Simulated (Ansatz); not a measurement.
# C2H4GaN (SMILES N=C=[CH][GaH2]): RPA@PBE/def2-SVP

What is the electronic atomisation energy of C2H4GaN at RPA@PBE/def2-SVP? 

The results are computed with Ansatz 0.2.0.

48 further runs of the same task are left out: 48 set aside as unsound or not needed. Runs told in other sessions of the task aren't counted.

### 1 The structure to begin with

The species is C2H4GaN (8 atoms), meant as a singlet with charge 0. As SMILES, `N=C=[CH][GaH2]`. The shape is that of a PBE0-D4/def2-TZVP optimisation.

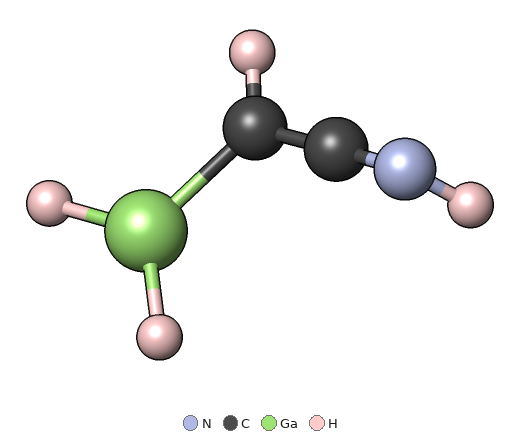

Viewed from a chosen angle; nitrogen light blue, carbon dark grey, gallium green, hydrogen pink.

### 2 A single-point energy at RPA@PBE/def2-SVP

input.yaml

```yaml
crystal:
  periodic: [false, false, false]
  atoms:
    - symbol: "N"
      position_ang: [0.336900, 2.061700, -0.854600]
    - symbol: C
      position_ang: [0.365600, 1.114900, -0.096000]
    - symbol: C
      position_ang: [0.472300, 0.025700, 0.622800]
    - symbol: Ga
      position_ang: [-0.381300, -1.593600, 0.007200]
    - symbol: H
      position_ang: [-0.411400, 2.740600, -0.770200]
    - symbol: H
      position_ang: [1.040500, 0.073900, 1.545200]
    - symbol: H
      position_ang: [-0.231900, -2.886400, 0.876300]
    - symbol: H
      position_ang: [-1.190600, -1.536800, -1.330700]
basis:
  gaussian: {orbitals: def2-SVP}
hamiltonian: {xc: pbe}
accuracy: high
correlation: {method: rpa, frozen_orbitals: {C: 1, Ga: 9, H: 0, "N": 1}}
```

Command:

```bash
ansatz run input.yaml --threads 1 --pin off --max-ram 3480MiB --events-out events.jsonl --progress --plain --runs-dir runs
```

The program printed:

```text
Warning: RAYON_NUM_THREADS=1 ignored (pool sized by the plan → 1); use --threads N
Functional definition: PBE
  name "PBE"
  parameter kappa = 0.804
  parameter beta = 0.06672455060314922
  exchange = pbe_x(kappa = kappa, mu = beta*pi^2/3)
  correlation = pbe_c(beta = beta)
2065 factors; integrals over basis functions are off by at most 9.3e-9 eV
mean field evaluation 1: about -55974.0560 eV, gradient 6.6e1 eV
mean field evaluation 2: about -55974.0416 eV, gradient 6.6e1 eV
mean field evaluation 4: about -55979.1370 eV, gradient 3.6e1 eV
mean field evaluation 8: about -55983.6598 eV, gradient 7.0e-1 eV
mean field evaluation 16: about -55983.6592 eV, gradient 1.2e-4 eV
mean field -55983.65918958 eV, -2057.3615281298 hartree, gradient 6.9e-8 eV, S^2 0.000000; 0 other end points of the search recorded, 0 dependent functions left out
12 core orbitals not correlated: weight in the atoms' cores, before any rotation towards them, 1.000 or more for the frozen orbitals, at most 0.000 for the correlated occupied ones
reference -55927.68859509 eV, -2055.3046467207 hartree; 15, 15 occupied and 67, 67 virtual orbitals, 2065 factors
Total energy: -55954.40589772 eV, -2056.2864894828 hartree
```

Run time: 16 s. Hardware: 1 thread of Arm Neoverse V1, shared host; peak memory 0.35 GiB.

### 3 The C atom, same level

job.yaml

```yaml
crystal:
  periodic: [false, false, false]
  atoms:
    - {symbol: C, position_ang: [0.000000, 0.000000, 0.000000]}
basis:
  gaussian:
    orbitals: def2-SVP
correlation:
  method: rpa
  frozen_orbitals: {C: 1}
hamiltonian:
  xc: {name: PBE}
magnetization:
  spin_polarized: true
  initial_magnetization: 2
accuracy: high
```

Run the same way, it converges to -37.77381 Eh (log not shown).

### 4 The Ga atom at the same level

input.yaml

```yaml
basis:
  gaussian: {orbitals: def2-SVP}
crystal:
  periodic: [false, false, false]
  atoms:
    - {symbol: Ga, position_ang: [0.000000, 0.000000, 0.000000]}
magnetization: {spin_polarized: true, initial_magnetization: 1}
hamiltonian: {xc: {name: PBE}}
correlation: {method: rpa, frozen_orbitals: {Ga: 9}}
accuracy: high
```

Run the same way, it converges to -1923.22036 Eh (log not shown).

### 5 The H atom

input.yaml

```yaml
crystal:
  periodic: [false, false, false]
  atoms:
    - {symbol: H, position_ang: [0.000000, 0.000000, 0.000000]}
basis:
  gaussian: {orbitals: def2-SVP}
magnetization: {spin_polarized: true, initial_magnetization: 1}
hamiltonian: {xc: {name: PBE}}
correlation: {method: rpa, frozen_orbitals: {H: 0}}
accuracy: high
```

Run the same way, it converges to -0.51231 Eh (log not shown).

### 6 The N atom, same level

job.yaml

```yaml
crystal:
  periodic: [false, false, false]
  atoms:
    - {symbol: N, position_ang: [0.000000, 0.000000, 0.000000]}
basis:
  gaussian: {orbitals: def2-SVP}
magnetization: {spin_polarized: true, initial_magnetization: 3}
hamiltonian: {xc: {name: PBE}}
correlation: {method: rpa, frozen_orbitals: {"N": 1}}
accuracy: high
```

Run the same way, it converges to -54.47709 Eh (log not shown).

### 7 What came out

Level: RPA@PBE/def2-SVP, 12 core orbitals frozen.

```
                                  quantity           value
                    molecule: total energy  -2056.28649 Eh
molecule: RPA correlation energy (valence)      -981.8 mEh
                      C atom: total energy    -37.77381 Eh
  C atom: RPA correlation energy (valence)      -130.5 mEh
 C atom: ⟨S²⟩ of the reference determinant           2.002
                     Ga atom: total energy  -1923.22036 Eh
 Ga atom: RPA correlation energy (valence)      -262.2 mEh
Ga atom: ⟨S²⟩ of the reference determinant           0.752
                      H atom: total energy     -0.51231 Eh
            H atom: RPA correlation energy       -13.0 mEh
 H atom: ⟨S²⟩ of the reference determinant           0.750
                      N atom: total energy    -54.47709 Eh
  N atom: RPA correlation energy (valence)      -141.8 mEh
 N atom: ⟨S²⟩ of the reference determinant           3.752
             electronic atomisation energy       26.999 eV
```

Taking the molecule apart into free atoms costs 27.00 eV (623 kcal/mol), before zero-point energy and without spin-orbit coupling.
